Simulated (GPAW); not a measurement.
Band structure of Sb (Pm-3m, 1 atom in the cell).

```
CELL_PARAMETERS angstrom
      3.15148     0.00000     0.00000
      0.00000     3.15148     0.00000
      0.00000     0.00000     3.15148
ATOMIC_POSITIONS crystal
  Sb 0.00000 0.00000 0.00000
```

Computed with PBEsol, GPAW PAW datasets PBEsol (made by gpaw-setup) (plane waves; GPAW).

Settings: mode = pw; ecut = 600 eV; xc = PBEsol; kpts = 14 14 14; mesh shift (steps) = 0 0 0; occupations.name = methfessel-paxton; occupations.width = 0.272 eV; occupations.order = 0; nbands = -5; convergence.density = 1e-05 e/electron; convergence.energy = 1e-05 eV/electron; symmetry.symmorphic = false; symmetry.tolerance = 0.0005; maxiter = 100.

The starting cell comes from a database of computed structures (which also holds hypothetical and non-ambient phases and stackings), without a prior relaxation at this level. Its lattice was rescaled by a random factor within 2.5 % of one. Spin-orbit coupling is off.

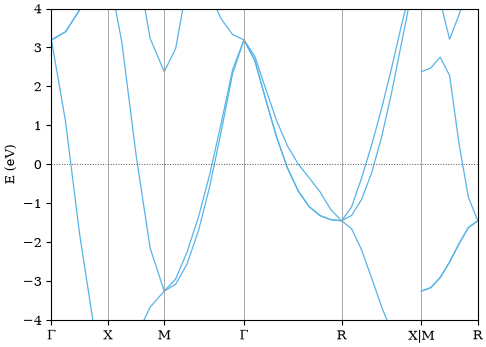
Fig. 1. Bands along the path, energies from the Fermi level.

Levels in eV from the Fermi level, bands 5 to 11:
| point | 5 | 6 | 7 | 8 | 9 | 10 | 11 |
|---|---|---|---|---|---|---|---|
| Γ | -28.84 | -11.96 | 3.20 | 3.20 | 3.20 | 7.14 | 7.14 |
| X | -28.84 | -9.70 | -5.19 | 5.05 | 5.05 | 9.41 | 10.48 |
| M | -28.78 | -7.34 | -3.26 | -3.26 | 2.38 | 6.89 | 13.22 |
| R | -28.78 | -4.75 | -1.45 | -1.45 | -1.45 | 5.00 | 5.00 |

Bands cross the Fermi level along this path, so the cell is metallic at this level.
